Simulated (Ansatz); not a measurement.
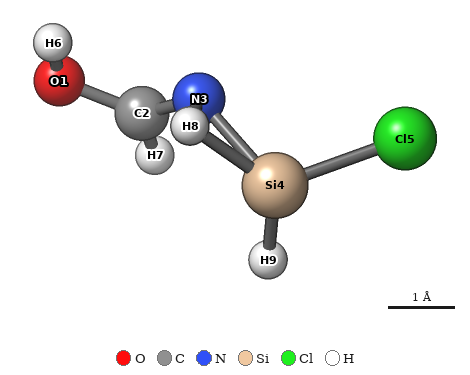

**Figure 1.** The structure (ball-and-stick view, seen at a tilt; atoms are numbered from 1 in the order of the input).

Phonon calculation of CH4ClNOSi

The run: phonon calculation of CH4ClNOSi. Method and program: RKS PBE/def2-mTZVP (Ansatz 0.2.0).

It belongs to a series of runs on one base structure; here: vibrations at the highest image of the band. Figures and captions count atoms from 1; the log counts them from 0 in places.

Input
```yaml
crystal:
  periodic: [false, false, false]
  atoms:
    - { symbol: O, position_ang: [1.649283, 0.863821, -1.381914] }
    - { symbol: C, position_ang: [0.990755, 0.069405, -0.514459] }
    - { symbol: "N", position_ang: [0.070572, 0.477618, 0.298465] }
    - { symbol: Si, position_ang: [-1.439478, -0.525206, 0.663783] }
    - { symbol: Cl, position_ang: [-1.585804, -0.798969, 2.743106] }
    - { symbol: H, position_ang: [1.333733, 1.78379, -1.238894] }
    - { symbol: H, position_ang: [1.315926, -0.977748, -0.598782] }
    - { symbol: H, position_ang: [-1.093539, 0.9656, -0.078734] }
    - { symbol: H, position_ang: [-1.152949, -1.90451, 0.090429] }
basis:
  gaussian: { orbitals: def2-mTZVP }
hamiltonian:
  xc: pbe
phonons: {}
```

Run as:
```bash
ansatz run input.yaml --threads 2 --pin off --max-ram 3072MiB --backend cpu --events-out ev --progress --plain --runs-dir out
```

The program's output
```
Engine: ansatz 0.2.0, x86_64-unknown-linux-gnu
Functional definition: PBE
  parameter kappa = 0.804
  parameter beta = 0.06672455060314922
  exchange = pbe_x(kappa = kappa, mu = beta*pi^2/3)
  correlation = pbe_c(beta = beta)
1093 factors; their error is unknown
mean field evaluation 1: about -25013.9633 eV, gradient 7.5e1 eV
mean field evaluation 2: about -24909.8574 eV, gradient 1.9e2 eV
mean field evaluation 4: about -25022.2724 eV, gradient 3.2e1 eV
mean field evaluation 8: about -25025.8218 eV, gradient 5.5e-1 eV
mean field evaluation 16: about -25025.8006 eV, gradient 1.1e-3 eV
mean field -25025.80064802 eV, -919.6812107178 hartree, gradient 3.3e-5 eV, S^2 0.000000; 0 other end points of the search recorded, 0 dependent functions left out
the calculation of the forces begins
reference -25025.80068739 eV, -919.6812121646 hartree; 28, 28 occupied and 90, 90 virtual orbitals, 1093 factors
these checks for a lower state are left out or cut short: stability, starts, cluster_reference, orbital_swaps, neighbouring_geometries, increment
1093 factors; their error is unknown
mean field -25025.80057784 eV, -919.6812081388 hartree, gradient 1.2e-6 eV, S^2 0.000000; 0 other end points of the search recorded, 0 dependent functions left out
[... from here on the field's lines of each further geometry are left out, up to the last ...]
the calculation of the forces begins
reference -25025.80067321 eV, -919.6812116434 hartree; 28, 28 occupied and 90, 90 virtual orbitals, 1093 factors
these checks for a lower state are left out or cut short: stability, starts, cluster_reference, orbital_swaps, neighbouring_geometries, increment
1093 factors; their error is unknown
mean field -25025.80064011 eV, -919.6812104272 hartree, gradient 9.5e-7 eV, S^2 0.000000; 0 other end points of the search recorded, 0 dependent functions left out
the calculation of the forces begins
reference -25025.80067948 eV, -919.6812118740 hartree; 28, 28 occupied and 90, 90 virtual orbitals, 1093 factors
WARN: phonons: modes at or below zero, which the zero-point energy, F, S and C_V leave out: 1, the lowest at -1368.27 cm⁻¹. A minimum has none, and a first-order saddle one
Total energy: -25025.80068739 eV, -919.6812121646 hartree
Atom 0 at     1.649283     0.863821    -1.381914 Å, force    -0.002453     0.003156     0.001898 eV/Å
Atom 1 at     0.990755     0.069405    -0.514459 Å, force    -0.002521    -0.005454    -0.000663 eV/Å
Atom 2 at     0.070572     0.477618     0.298465 Å, force     0.003011     0.008034     0.004789 eV/Å
Atom 3 at    -1.439478    -0.525206     0.663783 Å, force    -0.001202    -0.001499    -0.005197 eV/Å
Atom 4 at    -1.585804    -0.798969     2.743106 Å, force    -0.000511    -0.000458     0.003607 eV/Å
Atom 5 at     1.333733     1.783790    -1.238894 Å, force     0.000769    -0.000743    -0.002914 eV/Å
Atom 6 at     1.315926    -0.977748    -0.598782 Å, force     0.001108    -0.002320    -0.000274 eV/Å
Atom 7 at    -1.093539     0.965600    -0.078734 Å, force     0.000996    -0.002179     0.000011 eV/Å
Atom 8 at    -1.152949    -1.904510     0.090429 Å, force     0.000803     0.001462    -0.001257 eV/Å
Dipole moment:     0.329117     0.211959    -0.541435 e Å
Vibrations: -1368.27 73.03 108.45 222.43 280.61 451.97 500.33 596.05 685.93 720.31 748.56 863.85 893.84 1114.81 1295.44 1346.00 1572.84 1713.08 2019.31 3026.78 3596.73 cm⁻¹, zero-point energy 1.353309 eV
```

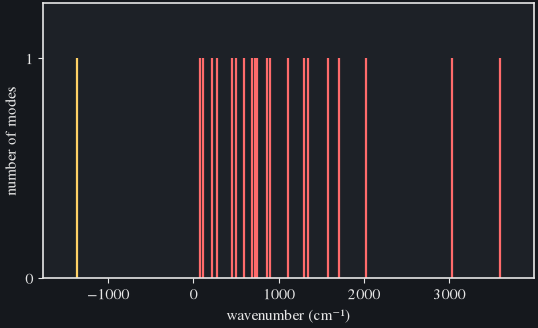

**Figure 2.** Harmonic vibrational wavenumbers from the force constants; neighbouring modes closer than 23 cm⁻¹ are counted in one stick, and imaginary ones are drawn at negative wavenumbers. 21 modes from 1368i to 3597 cm⁻¹, 1 imaginary beyond 8i (1368i cm⁻¹): a first-order saddle point, if the geometry is stationary.

Results in brief

- outcome: converged
- total energy: −25025.8007 eV
- mean-field energy: −25025.8007 eV
- largest force (length of the vector): 0.010 eV/Å
- hardware: 2 threads of Intel Xeon (Granite Rapids), 16 GiB of memory available, shared host
- wall time: 34 s (CPU time 65 s)
- peak memory: 0.16 GiB
